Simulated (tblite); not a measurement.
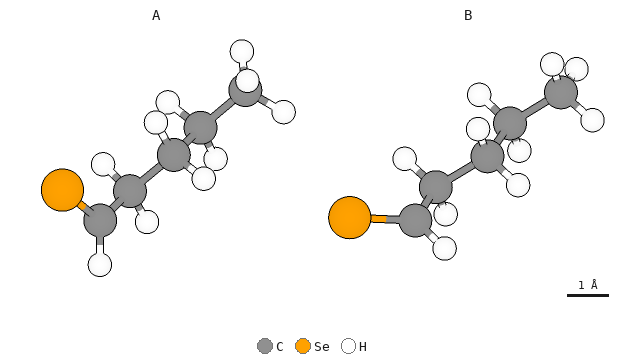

Two geometries of C$_{5}$H$_{10}$Se, drawn at one scale. One is the start of a relaxation, the other its converged end. The picture is a ball-and-stick view, seen from a free direction.

Computed with GFN2-xTB geometry optimisation, gas phase (tblite). 

> Which of the two is the end point?

Structure B is the relaxed one. The atom that moves furthest after the best rigid fit is the Se atom (1.12 Å). Largest moves by element: Se 1.12 Å, H 1.09 Å, C 0.19 Å. Near-neighbour distances that change, for instance: C–Se 1.892 → 1.753 Å, C–H 1.130 → 1.092 Å, C–C 1.491 → 1.524 Å, C–C 1.505 → 1.535 Å. Among the angles between lasting bonds that change: C–C–H 105.1° → 110.6°, C–C–C 106.4° → 111.6°, C–C–H 105.8° → 110.1°. Groups turn about C–C by about 65°, C–C by about 45°. Over 129 geometry steps the energy falls by 14.9 kcal/mol.
